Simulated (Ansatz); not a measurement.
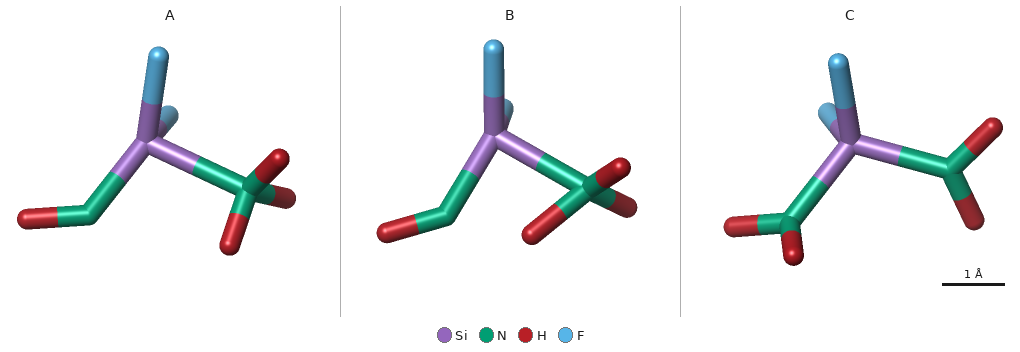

Three geometries of SiN₂H₄F₂: a saddle point and the two minima that it joins, in shuffled order. Style: stick. Shown at a tilt. Sticks join atoms that are closer than about 1.2 times the sum of their covalent radii (a little more with hydrogen).

Stationary points at PBE0-D4/def2-TZVP, single-point energies with CCSD(T)/CBS, PBE-QIDH, PBE0-D4, CAM-B3LYP-D4, B3LYP-D4, r2SCAN-D4 (def2-TZVPP where no basis is named; Ansatz 0.2.0). The energies are electronic, without zero-point or thermal terms, and both ends are the minima reached downhill from the saddle, with any fragments still in contact. CCSD(T)/CBS stands for a frozen-core estimate: MP2 correlation extrapolated from def2-TZVPP and def2-QZVPP, CCSD(T) minus MP2 from the smaller set.

**Identify the saddle point and describe the reaction.**

Frame B is the saddle point. From C over the saddle to A, a bond forms: H–N (3.05 → 1.21 → 1.02 Å). A bond breaks: H–N (1.01 → 1.46 → 2.39 Å). The saddle has one imaginary mode, 1305i cm⁻¹. With CCSD(T)/CBS the barrier is 56.1 kcal/mol from C and 10.3 kcal/mol from A, and A lies 45.8 kcal/mol above C.

```tsv
level	barrier from C (kcal/mol)	barrier from A (kcal/mol)	A less C (kcal/mol)
CCSD(T)/CBS	56.1	10.3	45.8
PBE-QIDH	55.8	8.6	47.1
PBE0-D4	53.3	7.6	45.6
CAM-B3LYP-D4	56.6	9.3	47.3
B3LYP-D4	55.2	9.6	45.6
r2SCAN-D4	52.8	7.7	45.1
```

Against CCSD(T)/CBS, PBE-QIDH comes closest on the barrier from C (−0.3 kcal/mol) and r2SCAN-D4 misses most (−3.3 kcal/mol).
